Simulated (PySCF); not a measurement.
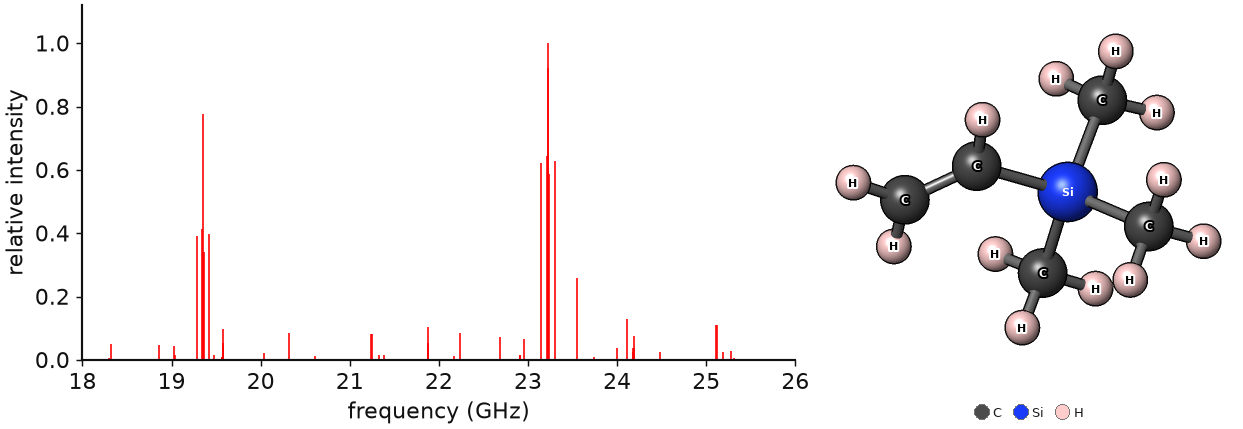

C₅H₁₂Si, SMILES C=C[Si](C)(C)C. Simulated rotational absorption lines between 18 and 26 GHz at 10 K: rigid rotor with the equilibrium constants and dipole of one optimised conformer (PBE0-D3(BJ)/def2-SVP, PySCF), commonest isotopes; no centrifugal distortion, hyperfine structure, internal rotation or nuclear-spin weights; lines within 1 MHz of each other are summed.

### What are the rotational constants, and what kind of rotor is it?

Rotational constants A, B, C = 3.087, 1.948, 1.923 GHz; Ray's κ = −0.96, a near-prolate asymmetric top.

### Which dipole components drive the lines?

|μa|, |μb|, |μc| = 0.16, 0.08, 0.00 D; a-type lines carry 77 % of the intensity in this range.

Caveats: coarse grid, loose stop and no frequency check, small forces are noise and the end may be a saddle.
